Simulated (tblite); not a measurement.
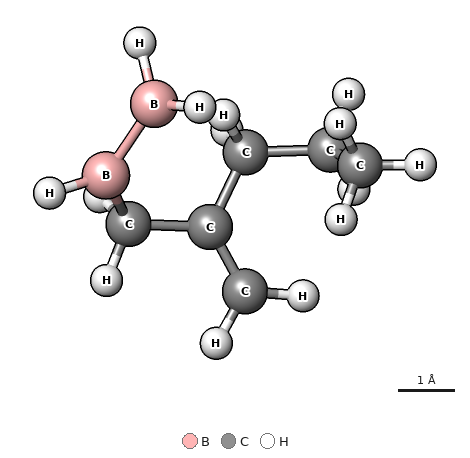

**Figure 1.** The structure (ball-and-stick view, seen at a tilt).

## Run report: C₆H₁₄B₂, frequency calculation

- system: C₆H₁₄B₂
- method: GFN2-xTB harmonic vibrations, gas phase (tblite 0.8.0)

It belongs to a series of runs on one base structure; here: H on B replaced by BH2.

Log:
```
mode    cm-1     km/mol
  1      51.5      1.20
  2      69.6      2.51
  3     118.9      8.32
  4     147.8      0.71
  5     151.1      6.71
  6     189.3      0.22
  7     289.3      0.63
  8     310.8      0.49
  9     353.5      0.32
 10     400.6      3.24
 11     406.9      0.67
 12     472.4      0.94
 13     504.8      0.97
 14     526.4      0.09
 15     659.1      9.13
 16     687.0      9.62
 17     747.4     11.08
 18     763.6     58.67
 19     811.5     63.69
 20     824.9     83.90
 21     863.9     72.77
 22     884.5     11.94
 23     903.9      5.04
 24     909.6     14.34
 25     965.7      6.15
 26     985.5      3.78
 27    1069.7      6.92
 28    1084.7     31.51
 29    1094.5      2.97
 30    1102.9      4.64
 31    1126.6      2.38
 32    1173.0      7.59
 33    1225.7      3.19
 34    1230.6     22.15
 35    1256.8      0.65
 36    1264.0      0.24
 37    1343.8      2.26
 38    1361.0      1.94
 39    1414.7      3.36
 40    1423.5      2.94
 41    1446.1      3.47
 42    1452.5      4.46
 43    1500.6      2.71
 44    1503.2      0.05
 45    1507.8      2.68
 46    1719.6     16.46
 47    2572.8    146.86
 48    2578.6    135.10
 49    2595.0    118.07
 50    2845.7    172.59
 51    2894.2     30.02
 52    2926.2     45.65
 53    2963.0     48.86
 54    2982.5     49.58
 55    2986.5     37.67
 56    3032.1     54.10
 57    3038.0     36.71
 58    3048.7     25.63
 59    3103.0     34.74
 60    3130.6     40.19
```

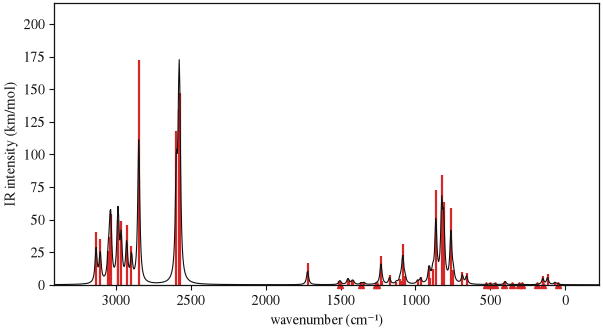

**Figure 2.** Harmonic infrared spectrum, unscaled: sticks (degenerate modes added up, dark ones marked on the axis) with a Lorentzian envelope of 16 cm⁻¹ full width, scaled to the tallest stick. 60 modes from 52 to 3131 cm⁻¹, none imaginary. The strongest line is at 2846 cm⁻¹ (173 km/mol).

This output came from the following input.

Input:
```
{"job": {"kind": "ir", "xc": "GFN2-xTB", "basis": "xTB"}, "charge": 0, "multiplicity": 1}
B      1.050667     1.552180     1.587517
B      2.224324     0.636914     0.928580
C      1.920205    -0.747334     0.203158
C      0.566673    -0.882056    -0.436655
C      0.447033    -1.205621    -1.715526
C     -0.590530    -0.640649     0.492715
C     -1.946916    -0.367564    -0.153132
C     -1.976930     0.967295    -0.887658
H      0.759098     1.471390     2.725390
H      0.542686     2.448283     1.020449
H      3.368433     0.903497     1.010483
H      1.988319    -1.485302     1.014055
H      2.688967    -1.023925    -0.520611
H      1.313383    -1.380399    -2.331999
H     -0.502097    -1.319152    -2.208336
H     -0.328033     0.225051     1.121980
H     -0.676498    -1.502967     1.163997
H     -2.200241    -1.176614    -0.840735
H     -2.708663    -0.361049     0.630726
H     -2.943756     1.122335    -1.361723
H     -1.801465     1.784765    -0.192199
H     -1.205071     1.000309    -1.652108
```

The first line tells a small driver script what to run in tblite; the rest is the geometry in Å.

Launch command:
```bash
OMP_NUM_THREADS=1 python <driver script> task.json out
```

Results in brief:

| quantity | value |
| --- | --- |
| outcome | converged |
| total energy | −609.2249 eV |
| zero-point energy | 115.7920 kcal/mol |
| hardware | 1 CPU thread, shared host |
| wall time | 2.6 s |
| peak memory | 0.18 GiB |
